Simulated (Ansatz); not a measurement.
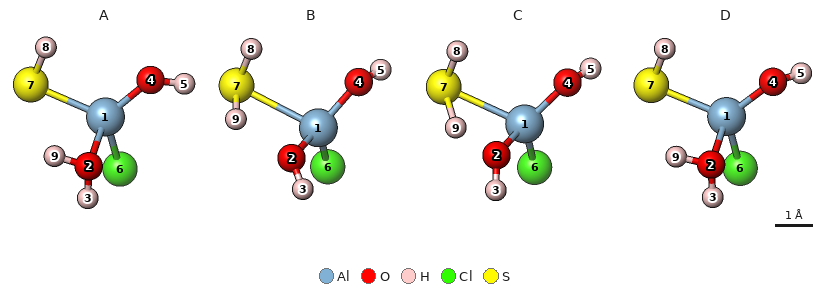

4 geometries from a converged minimum-energy path of AlH4SO2Cl, shuffled. A ball-and-stick model, seen at a tilt.

The calculation used Ansatz 0.2.0, RKS PBE/def2-SVP. Settings: 7 movable images; climbing image; force threshold 0.05 eV/Å; iteration limit 60; starting path through a guess of the saddle point.

> Which frame is the transition state?

C. In order along the path, whose images run from 0 to 8: B (image 1, +0.2 kcal/mol), C (image 3, +1.4 kcal/mol), D (image 7, −8.2 kcal/mol), A (image 8, −8.2 kcal/mol). A hydrogen atom shifts from one atom to another. Breaking: S7–H9 (1.38 → 1.54 at the top → 2.56 Å). Forming: O2–H9 (2.05 → 1.42 at the top → 0.99 Å).

The run took 3.2 min on 2 threads of Arm Neoverse V1, on a shared host, peak memory 0.14 GiB.
